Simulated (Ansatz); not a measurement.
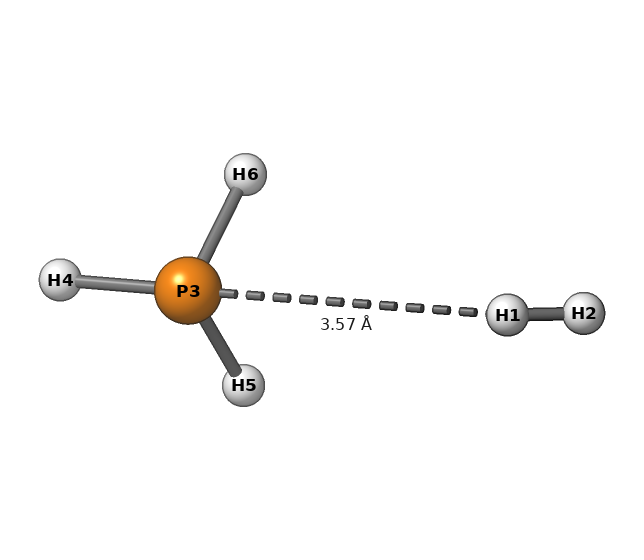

Two molecules or ions; the broken line marks their closest contact (measured against van der Waals radii). Geometry: a pair of rigid molecules at a changed separation. Program: Ansatz 0.2.0.

**Which two species are they?**

H2 and PH3 (`P.[H][H]`).

Give the counterpoise-corrected interaction energy (kcal/mol, monomers kept as in the pair) with RHF-CCSD(T) (frozen core)/def2-TZVPPD; PBE-D4/def2-TZVPPD; PBE0-D4/def2-TZVPPD; r2SCAN-D4/def2-TZVPPD.

| level | interaction energy (kcal/mol) |
| --- | --- |
| RHF-CCSD(T) (frozen core)/def2-TZVPPD | −0.2 |
| PBE-D4/def2-TZVPPD | −0.5 |
| PBE0-D4/def2-TZVPPD | −0.4 |
| r2SCAN-D4/def2-TZVPPD | −0.2 |
